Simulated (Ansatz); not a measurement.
ClH$_{3}$Si···H$_{2}$Si

```xyz
8

Si   -0.3887   -0.3534    1.3442
Si   -0.0444    0.8291   -1.5989
Cl    1.0895   -0.7818   -0.0891
H     0.0168   -0.2225   -2.6926
H     1.3188    1.4142   -1.9223
H    -1.6916   -0.7440    0.7761
H    -0.2803    1.0756    1.6889
H    -0.0203   -1.2173    2.4938
```

The product side of a reaction path; geometry: PBE0-D4/def2-TZVP.

Theory: Ansatz 0.2.0, RKS PBE0-D4/def2-TZVPP.

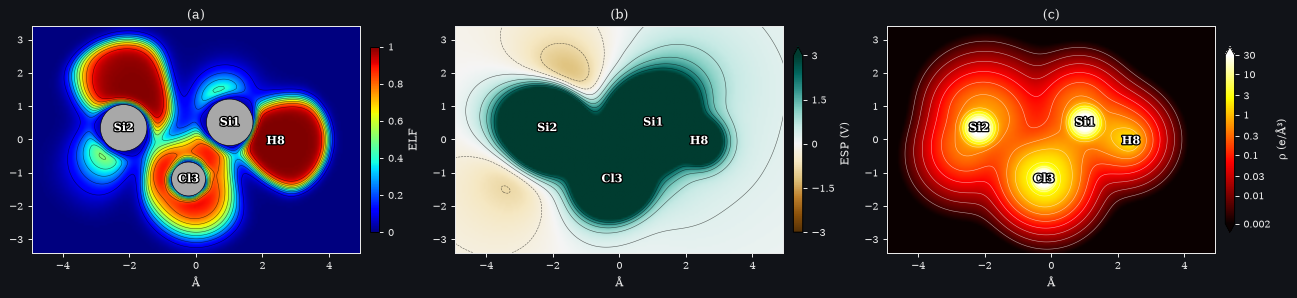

Figure 1. (a) ELF; (b) molecular electrostatic potential; (c) total electron density on the plane of atoms Cl3, Si1 and H8. Grey discs cover the atomic cores in the ELF map.

**Describe what can be read from this map.**

- Atoms in the plane: Si, Cl and H.
- Si2···Cl3 (2.48 Å): the density falls to about 0.28 e/Å³ on the way; the ELF peaks at about 0.85 in the valence shell of Cl, 0.8 Å from its nucleus, and is about 0.60 at the midpoint.
- Si–Cl (2.10 Å): ρ at the midpoint is about 0.83 e/Å³; the ELF peaks at about 0.90 between the atoms: a polar covalent bond.
- Si–H (1.48 Å): the density is about 0.83 e/Å³ at the midpoint; the ELF climbs to about 1 towards the hydrogen, as it does in any bond to H.
- The ELF also peaks beside Cl3 and Si2, away from the bonds: lone-pair regions.
- Outside the dense part of the complex the potential is most negative (−1.2 V) near Si2.

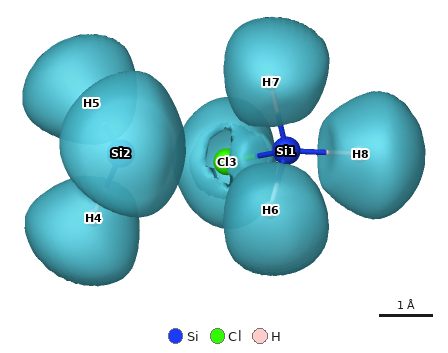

Figure 2. Isosurface of the electron localisation function at 0.8 (cyan), seen at a tilt. Core shells and regions of very low density are left out.

**What do the ELF domains correspond to?**

At this value the surface marks out five regions around hydrogen nuclei, one region on Cl in which the atom's valence shell and bonds are merged and one lobe on Si, pointing away from the bonds (lone pairs).

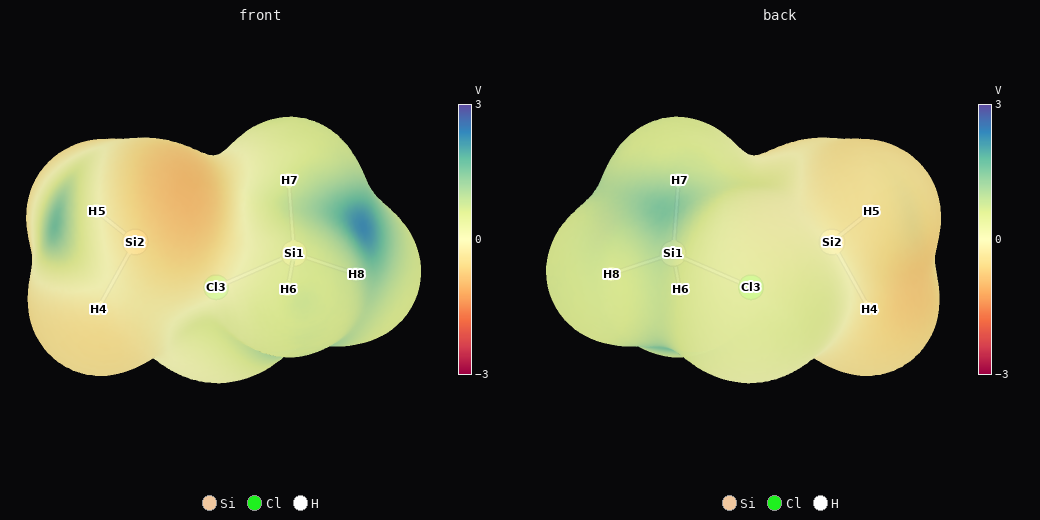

Figure 3. The molecular electrostatic potential painted on the density surface at 0.002 e/bohr³, seen from the front and from behind; red is negative and blue positive.

**Where is the surface potential most negative and most positive?**

The most negative region (about −1.0 V) lies over Si2, the most positive (about +2.1 V) over Si1.
